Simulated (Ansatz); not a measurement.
Input

```
crystal:
  periodic: [false, false, false]
  atoms:
    - symbol: C
      position_ang: [0.677512, -2.140518, 0.460576]
    - symbol: C
      position_ang: [1.305018, -2.278443, 1.661519]
    - symbol: C
      position_ang: [1.587183, -3.512228, 2.305367]
    - symbol: C
      position_ang: [1.838319, -4.557196, 2.873679]
    - symbol: B
      position_ang: [0.424403, -0.748672, -0.142592]
    - symbol: H
      position_ang: [0.791342, 0.229381, 0.465917]
    - symbol: H
      position_ang: [-0.130063, -0.612615, -1.205353]
    - symbol: H
      position_ang: [0.366272, -3.060879, -0.047388]
    - symbol: H
      position_ang: [1.628974, -1.375287, 2.195065]
    - symbol: H
      position_ang: [2.057129, -5.484171, 3.370195]
basis:
  gaussian:
    orbitals: def2-TZVPD
hamiltonian:
  xc: {name: PBE0}
output:
  forces: true
  orbitals: {seedname: orbitals}
```

Launched as:

```sh
ansatz run input.yaml --threads 2 --pin off --max-ram 5220MiB --events-out events.jsonl --progress --plain --runs-dir runs
```

Geometry: B3LYP-D3(BJ)/def2-SVP.

The calculation used Ansatz, isolated molecule in a Gaussian basis; Kohn-Sham density functional theory, functional PBE0.

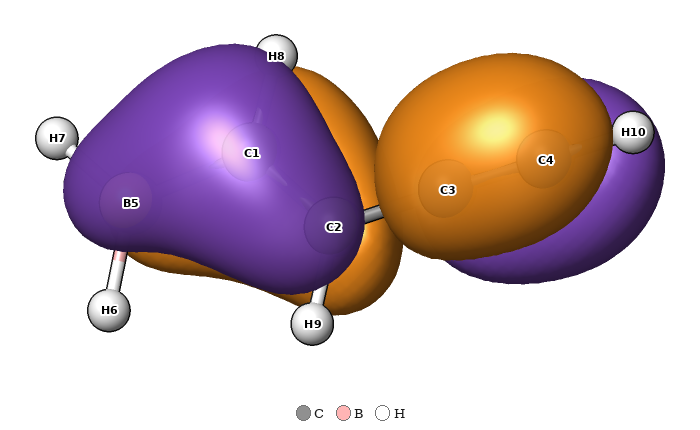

C$_{4}$H$_{5}$B (SMILES B/C=C/C#C). The HOMO at ±0.08 Å⁻³ᐟ² (orange and purple are the two phases), seen at an oblique angle.

Where does this orbital lie, and at what energy?

Answer. By Hirshfeld shares it lies mainly on C4 (about 30 %), C1 (about 25 %), C3 (about 20 %), C2 (about 15 %) and B5 (about 10 %); it changes sign across the molecular plane (π type); π-bonding across C1–C2, C1–B5 and C3–C4; π-antibonding (a node) across C2–C3. Its energy is −7.69 eV.
